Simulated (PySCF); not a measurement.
SMILES CC(=O)CC(C)C (C6H12O) at its GFN2-xTB optimised geometry (Å):

```
19

C     -2.3808     0.3801    -1.3256
C     -0.8888     0.0788    -1.2186
C     -0.6496    -1.4260    -1.1267
C     -0.2866     0.7850     0.0000
C      1.2276     0.7850     0.0000
C      1.8444     0.9669     1.3661
O      1.8891     0.6642    -0.9988
H     -2.5549     1.4489    -1.4307
H     -2.8071    -0.1213    -2.1911
H     -2.9041     0.0315    -0.4370
H     -0.3809     0.4572    -2.1111
H     -1.1289    -1.8362    -0.2390
H     -1.0578    -1.9293    -1.9997
H      0.4155    -1.6380    -1.0781
H     -0.6556     0.3368     0.9245
H     -0.5921     1.8362     0.0000
H      2.9041     1.1902     1.2755
H      1.7273     0.0414     1.9276
H      1.3402     1.7605     1.9116
```

Method: B3LYP/def2-SVP (PySCF). Cells within 0.4 Å of a nucleus heavier than hydrogen are left out (blank, or x).

Map of the electron localisation function on the plane z = 1.0 Å:

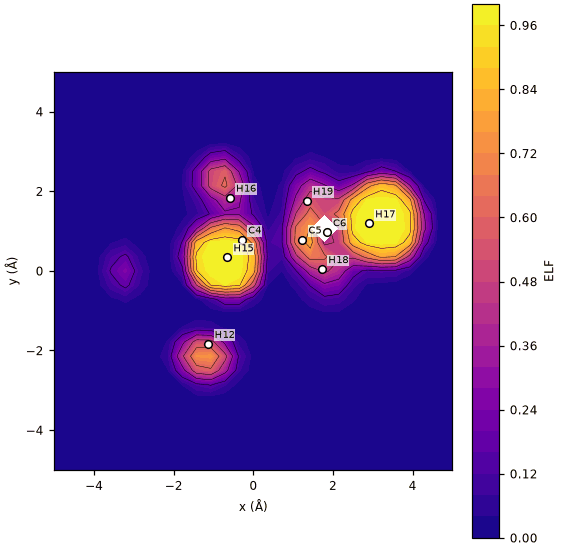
Fig. 1. Electron localisation function on the plane z = 1.0 Å.
